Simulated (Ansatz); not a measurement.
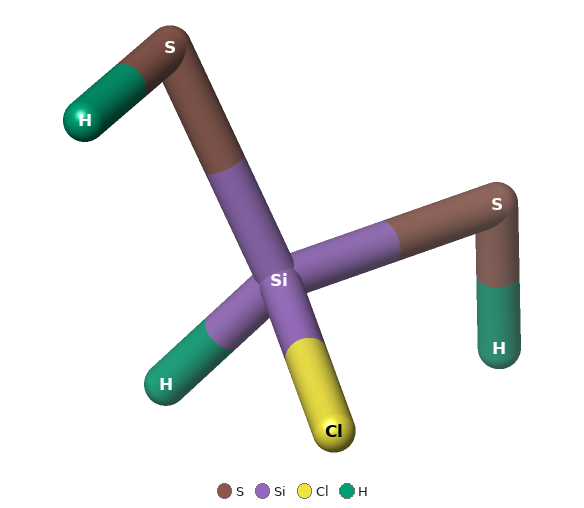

A stick model of a molecule. Every bond is drawn as one stick, whatever its order.

Question: Which formula does it have?

Answer: ClH3S2Si, 7 atoms: 1 chlorine, 3 hydrogen, 2 sulfur and 1 silicon.

Question: Write the SMILES.

Answer: S[SiH](S)Cl

The parts below concern this one geometry. Atoms keep their numbers from picture to picture. The geometry was computed by an optimisation with PBE0-D4/def2-TZVP.

## Shape

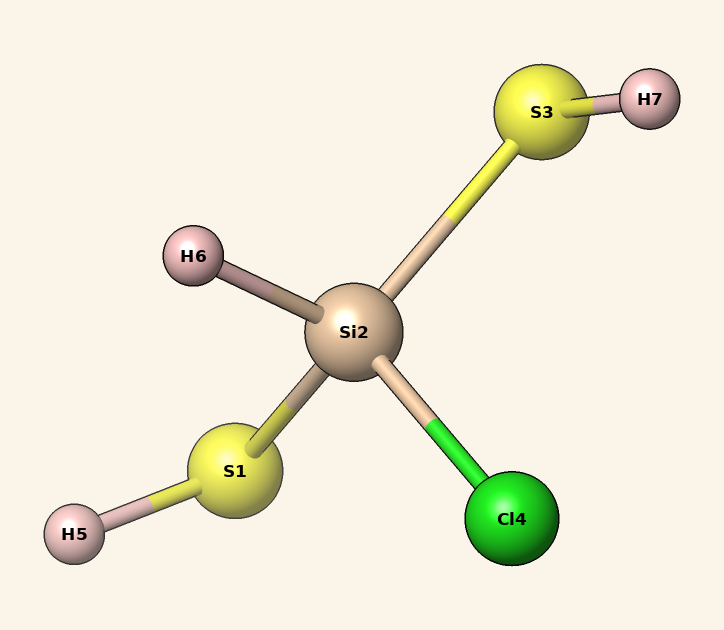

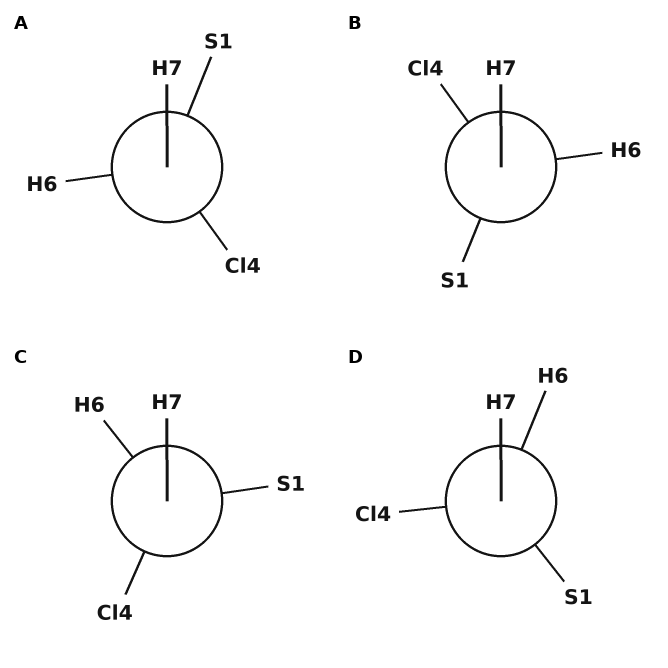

Depth is shown by fading: the farther an atom, the more it takes the colour of the background. Bonds that would overlap in a projection are set slightly apart.

Question: Which Newman projection shows the view along S3–Si2, with S3 in front?

Answer: B. The torsion angle H7–S3–Si2–Cl4 is −36°, synclinal (gauche).

## Electronic properties

Properties computed with RKS r2SCAN0-D4/def2-TZVPP (Ansatz 0.2.0).

Question: What is the HOMO–LUMO gap?

Answer: 7.92 eV.

Question: What is the dispersion correction?

Answer: −6.5 kJ/mol.

Question: What is the HOMO energy (Kohn–Sham orbital)?

Answer: −8.11 eV.

## Vibrations

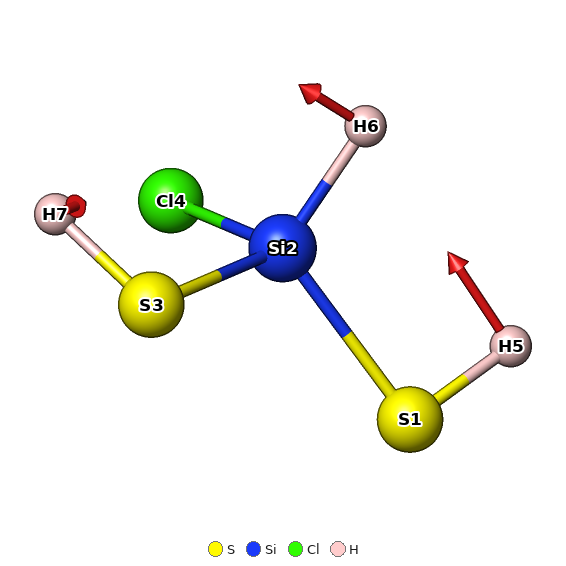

The arrows show one normal mode. Harmonic vibrations computed with RKS PBE0-D4/def2-TZVP (Ansatz 0.2.0) at a stationary point of the same level.

Question: What kind of motion is it?

Answer: Mostly H–S–Si bending.

Question: At what wavenumber does it lie?

Answer: 801 cm⁻¹; it is mode 11 of 15 counted from the lowest.

## Dipole moment

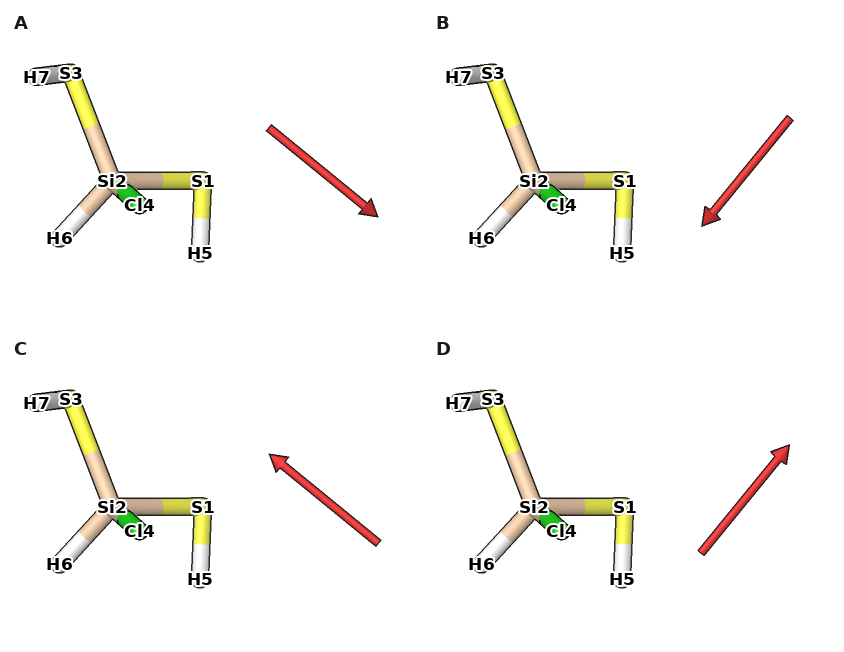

The same molecule four times, each with an arrow. Method: RKS PBE0-D4/def2-TZVP (Ansatz 0.2.0).

Question: Which arrow points along the dipole moment, from the negative to the positive end?

Answer: B. The dipole moment is 1.21 D; it points from the side of S3 to the side of H6 (the outermost atoms at the two ends).
